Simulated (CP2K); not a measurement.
# CH8AlNSi (SMILES C[SiH2][NH][AlH2]): IPEA1-xTB

What is the energy difference between two shapes of CH8AlNSi at IPEA1-xTB? 

The results are computed with CP2K 2026.2.

2 further runs of the same task are left out: 1 that didn't finish, 1 set aside as unsound or not needed.

## Step 1: The molecule

CH8AlNSi: 12 atoms, total charge 0, spin state singlet. As SMILES, `C[SiH2][NH][AlH2]`. Geometry: a GFN2-xTB relaxation, a rough one for these elements and not checked as a minimum. This is one conformer, not always the lowest.

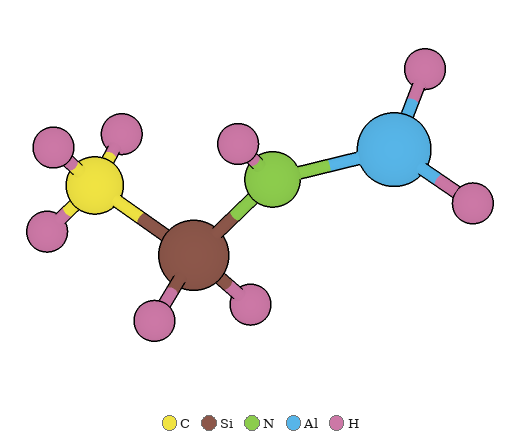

Viewed from a chosen angle; carbon yellow, silicon brown, nitrogen green, aluminium blue, hydrogen pink.

## Step 2: Energy and gradient at IPEA1-xTB

molecule.xyz

```xyz
12

C      0.125220     2.026900    -0.269960
Si    -0.882440     0.418770    -0.172630
N      0.045400    -0.831660     0.636710
Al     0.713320    -2.423940     0.152460
H     -0.426610     2.794960    -0.802940
H      0.358270     2.419490     0.716780
H      1.066160     1.873690    -0.791370
H     -2.117070     0.658380     0.589540
H     -1.167910    -0.121400    -1.507210
H      0.257290    -0.533620     1.584880
H      2.120400    -2.553720    -0.465770
H     -0.092020    -3.727840     0.329510
```

job.inp

```
&FORCE_EVAL
 METHOD Quickstep
 &DFT
  &QS
   METHOD XTB
   EPS_DEFAULT 1.0E-10
   &XTB
    GFN_TYPE TBLITE
    &TBLITE
     METHOD IPEA1
    &END TBLITE
    CHECK_ATOMIC_CHARGES F
   &END XTB
  &END QS
  &POISSON
   PERIODIC NONE
   POISSON_SOLVER ANALYTIC
  &END POISSON
  &SCF
   SCF_GUESS ATOMIC
   EPS_SCF 1.0E-07
   MAX_SCF 150
   ADDED_MOS 4
   &DIAGONALIZATION
    ALGORITHM STANDARD
   &END DIAGONALIZATION
   &MIXING
    METHOD DIRECT_P_MIXING
    ALPHA 0.4
   &END MIXING
   &SMEAR ON
    METHOD FERMI_DIRAC
    ELECTRONIC_TEMPERATURE [K] 300
   &END SMEAR
  &END SCF
  &PRINT
   &MOMENTS
    PERIODIC F
    REFERENCE COM
    MAX_MOMENT 1
   &END MOMENTS
   &MO ON
    ENERGIES T
    OCCUPATION_NUMBERS T
    NDIGITS 6
    &EACH
     QS_SCF 0
    &END EACH
    ADD_LAST NUMERIC
   &END MO
   &HIRSHFELD OFF
   &END HIRSHFELD
  &END PRINT
 &END DFT
 &SUBSYS
  &CELL
   ABC 20.2 22.5 19.1
   PERIODIC NONE
  &END CELL
  &TOPOLOGY
   COORD_FILE_NAME molecule.xyz
   COORD_FILE_FORMAT XYZ
   &CENTER_COORDINATES
   &END CENTER_COORDINATES
  &END TOPOLOGY
 &END SUBSYS
 &PRINT
  &FORCES ON
  &END FORCES
 &END PRINT
&END FORCE_EVAL
&GLOBAL
 PROJECT_NAME job
 RUN_TYPE ENERGY_FORCE
 PRINT_LEVEL MEDIUM
&END GLOBAL
```

Started as:

```sh
$ OMP_NUM_THREADS=1 cp2k.psmp job.inp > job.out
```

What it wrote:

```text
CP2K| version string:                                       CP2K version 2026.2
[...]
 GLOBAL| Method name                                                        CP2K
[...]
 GLOBAL| Run type                                                   ENERGY_FORCE
[...]
                             - Atoms:                                         12
[...]
                             - Spherical basis functions:                     44
[...]
 Number of electrons:                                                         24
[...]
  *** SCF run converged in    17 steps ***
[...]
  Fermi energy:                                                -0.24947679949946
[...]
 TB_DIPOLE| Moment [Debye]          0.52821651       0.53502297       0.69865070
 TB_DIPOLE| Derivative [a.u.]       0.00000000       0.00000000       0.00000000
[...]
 ENERGY| Total FORCE_EVAL ( QS ) energy [hartree]            -13.992397378735989
 FORCES| Atomic forces [hartree/bohr]
 FORCES|   Atom     x               y               z               |f|
 FORCES|      1 -1.41146880E-02 -1.52267454E-02 -5.32559694E-04   2.07692516E-02
 FORCES|      2 -8.32171475E-03 -1.43890119E-02  2.42659002E-03   1.67983016E-02
 FORCES|      3 -1.36909572E-02  1.88922829E-02 -1.20018753E-02   2.62374860E-02
 FORCES|      4  1.31430786E-02 -3.15450585E-02 -7.07634601E-03   3.48985086E-02
 FORCES|      5 -9.12896518E-04  1.23276166E-02 -4.43719640E-03   1.31336294E-02
 FORCES|      6  3.80595875E-03  5.62150841E-03  7.09932415E-03   9.82278383E-03
 FORCES|      7  9.83597195E-03  2.58278854E-03 -4.39407653E-03   1.10781338E-02
 FORCES|      8  1.17374946E-02 -1.00252636E-03 -1.03555145E-02   1.56847224E-02
 FORCES|      9  9.72671384E-04  6.49069680E-03  1.21969922E-02   1.38506987E-02
 FORCES|     10  4.64683090E-03 -1.23306730E-04  1.24531237E-02   1.32924238E-02
 FORCES|     11 -1.09357203E-02  4.35096942E-03  4.96188933E-03   1.27726763E-02
 FORCES|     12  3.83397061E-03  1.20207862E-02 -3.40350995E-04   1.26219836E-02
 FORCES| Sum    -1.82145965E-16 -7.97972799E-17 -4.06033714E-17
[...]
```

It took 1.1 s on 1 thread of Intel Xeon 6975P-C (Granite Rapids), shared host; peak memory 0.19 GiB.

## Step 3: The distorted shape, same level

molecule.xyz

```xyz
12

C      0.146323     1.999603    -0.267434
Si    -0.968533     0.411403    -0.184656
N      0.021570    -0.899993     0.675644
Al     0.722507    -2.511248     0.189815
H     -0.374151     2.852967    -0.742530
H      0.384401     2.427108     0.739979
H      1.093704     1.905227    -0.809763
H     -2.047245     0.715250     0.599408
H     -1.138485    -0.106087    -1.519990
H      0.241827    -0.456358     1.563135
H      2.140076    -2.587706    -0.467105
H     -0.198115    -3.724470     0.243094
```

gas.inp

```
&FORCE_EVAL
  METHOD QUICKSTEP
  &DFT
    &QS
      METHOD XTB
      EPS_DEFAULT 1.0E-10
      &XTB
        GFN_TYPE TBLITE
        &TBLITE
          METHOD IPEA1
        &END TBLITE
        CHECK_ATOMIC_CHARGES F
      &END XTB
    &END QS
    &POISSON
      PERIODIC NONE
      POISSON_SOLVER ANALYTIC
    &END POISSON
    &SCF
      SCF_GUESS ATOMIC
      EPS_SCF 1.0E-07
      MAX_SCF 150
      ADDED_MOS 4
      &DIAGONALIZATION
        ALGORITHM STANDARD
      &END DIAGONALIZATION
      &MIXING
        METHOD DIRECT_P_MIXING
        ALPHA 0.4
      &END MIXING
      &SMEAR ON
        METHOD FERMI_DIRAC
        ELECTRONIC_TEMPERATURE [K] 300
      &END SMEAR
    &END SCF
    &PRINT
      &MOMENTS
        PERIODIC F
        REFERENCE COM
        MAX_MOMENT 1
      &END MOMENTS
      &MO ON
        ENERGIES T
        OCCUPATION_NUMBERS T
        NDIGITS 6
        &EACH
          QS_SCF 0
        &END EACH
        ADD_LAST NUMERIC
      &END MO
      &HIRSHFELD OFF
      &END HIRSHFELD
    &END PRINT
  &END DFT
  &SUBSYS
    &CELL
      ABC 20.2 22.6 19.1
      PERIODIC NONE
    &END CELL
    &TOPOLOGY
      COORD_FILE_NAME molecule.xyz
      COORD_FILE_FORMAT XYZ
      &CENTER_COORDINATES
      &END CENTER_COORDINATES
    &END TOPOLOGY
  &END SUBSYS
  &PRINT
    &FORCES ON
    &END FORCES
  &END PRINT
&END FORCE_EVAL

&GLOBAL
  PROJECT_NAME gas
  RUN_TYPE ENERGY_FORCE
  PRINT_LEVEL MEDIUM
&END GLOBAL
```

Started as:

```sh
$ OMP_NUM_THREADS=1 cp2k.psmp -i gas.inp > gas.out 2>&1
```

What it wrote:

```text
CP2K| version string:                                       CP2K version 2026.2
[...]
 GLOBAL| Method name                                                        CP2K
[...]
 GLOBAL| Run type                                                   ENERGY_FORCE
[...]
                             - Atoms:                                         12
[...]
                             - Spherical basis functions:                     44
[...]
 Number of electrons:                                                         24
[...]
  *** SCF run converged in    17 steps ***
[...]
  Fermi energy:                                                -0.25194363316686
[...]
 TB_DIPOLE| Moment [Debye]          0.24968042       0.69573911       0.59357346
 TB_DIPOLE| Derivative [a.u.]       0.00000000       0.00000000       0.00000000
[...]
 ENERGY| Total FORCE_EVAL ( QS ) energy [hartree]            -13.983500699402059
 FORCES| Atomic forces [hartree/bohr]
 FORCES|   Atom     x               y               z               |f|
 FORCES|      1 -1.48089041E-02  9.31011308E-03  1.10924532E-02   2.07129033E-02
 FORCES|      2  6.72093950E-02 -2.66660935E-02 -3.61072994E-03   7.23962754E-02
 FORCES|      3 -2.78560679E-02  3.30392541E-02 -2.97701653E-02   5.24768099E-02
 FORCES|      4  9.84893501E-03 -1.27488604E-02 -9.77834868E-03   1.88454521E-02
 FORCES|      5  3.92493999E-04 -4.51711784E-03 -2.73167216E-03   5.29343347E-03
 FORCES|      6  8.03931125E-04 -1.18845867E-02 -1.04872932E-02   1.58705080E-02
 FORCES|      7  1.62391458E-03 -2.82762541E-03  1.39542714E-03   3.54679869E-03
 FORCES|      8 -2.92116601E-02  5.90096289E-03  1.42911224E-02   3.30511517E-02
 FORCES|      9 -5.19108497E-03  2.84495222E-03  5.78242195E-03   8.27511450E-03
 FORCES|     10  7.06106450E-03 -1.55070581E-03  1.32961933E-02   1.51344665E-02
 FORCES|     11 -1.58369426E-02  1.93215710E-03  9.67931471E-03   1.86609516E-02
 FORCES|     12  5.96492542E-03  7.16755035E-03  8.41276540E-04   9.36279123E-03
 FORCES| Sum    -4.52762827E-16 -2.77555756E-17 -2.41777084E-17
[...]
```

Run time: 0.95 s. Hardware: 1 thread of Intel Xeon 6975P-C (Granite Rapids), shared host; peak memory 0.19 GiB.

## Step 4: Results

At IPEA1-xTB:

| quantity | value |
| --- | --- |
| first shape: total energy | -13.99240 Eh |
| first shape: dipole moment (from atomic charges alone) | 1.03 D |
| first shape: HOMO energy | -11.23 eV |
| first shape: LUMO energy | -5.89 eV |
| first shape: HOMO–LUMO gap | 5.33 eV |
| first shape: largest force on an atom | 1.795 eV/Å |
| distorted shape: total energy | -13.98350 Eh |
| distorted shape: dipole moment (from atomic charges alone) | 0.95 D |
| distorted shape: HOMO energy | -11.14 eV |
| distorted shape: LUMO energy | -5.96 eV |
| distorted shape: HOMO–LUMO gap | 5.18 eV |
| distorted shape: largest force on an atom | 3.723 eV/Å |
| energy change with the atoms displaced | 0.242 eV |

**Reading.** With the atoms displaced the energy rises by 0.24 eV (23.4 kJ/mol). The first shape isn't relaxed at this level, so the change isn't measured from a minimum. The largest force (first shape) is 1.79 eV/Å: the shape isn't a stationary point for this species at this level. The dipole (first shape) comes from point charges on the atoms alone, without atomic dipoles, so it is partial. The dipole (distorted shape) comes from point charges on the atoms alone, without atomic dipoles, so it is partial.
